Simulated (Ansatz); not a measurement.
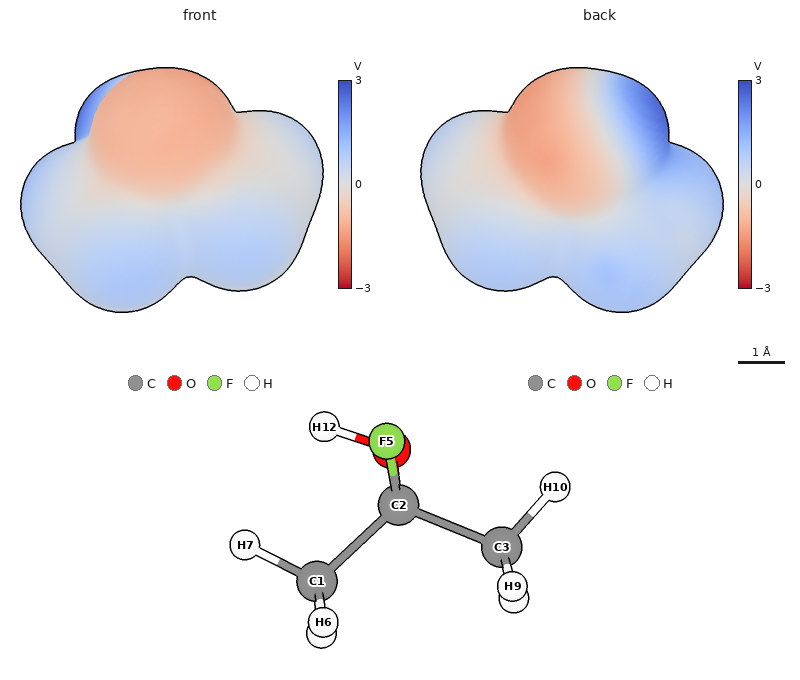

Figure 1: C3H7FO (SMILES CC(C)(O)F). The electrostatic potential painted on the density surface at 0.002 e/bohr³, seen from the front and from behind; the colour scale runs from red (negative) to blue (positive). The bare structure is drawn below in the same view.

Geometry: PBE0-D4/def2-TZVP.

Computed with RKS PBE0-D4/def2-TZVPP in Ansatz.

The calculation's input:

```
crystal:
  periodic: [false, false, false]
  atoms:
    - {symbol: C, position_ang: [-1.200907, 0.364242, -0.222499]}
    - {symbol: C, position_ang: [0.295589, 0.145414, -0.246605]}
    - {symbol: C, position_ang: [0.855801, -0.456895, 1.016212]}
    - {symbol: O, position_ang: [0.695829, -0.648110, -1.305519]}
    - {symbol: F, position_ang: [0.877236, 1.409424, -0.405985]}
    - {symbol: H, position_ang: [-1.479090, 1.019333, 0.603541]}
    - {symbol: H, position_ang: [-1.522953, 0.835824, -1.154579]}
    - {symbol: H, position_ang: [-1.717212, -0.590059, -0.110966]}
    - {symbol: H, position_ang: [0.634831, 0.186585, 1.867628]}
    - {symbol: H, position_ang: [1.936229, -0.560179, 0.914688]}
    - {symbol: H, position_ang: [0.420482, -1.441937, 1.187152]}
    - {symbol: H, position_ang: [0.281266, -0.318842, -2.109269]}
basis:
  gaussian: {orbitals: def2-TZVPP}
hamiltonian: {xc: pbe0, dispersion: d4}
output: {orbitals: {seedname: orbitals}}
```

Command:

```sh
ansatz run in.yaml --threads 4 --pin off --events-out ev --progress --plain --max-ram 10444MiB
```

> Which sites attract a positive test charge, and which a negative one?

A positive charge is drawn to the negative regions and a negative charge to the positive ones. The most negative region (about −1.3 V) lies over O4, the most positive (about +2.5 V) over H12. O4 is the likeliest acceptor of a hydrogen bond.
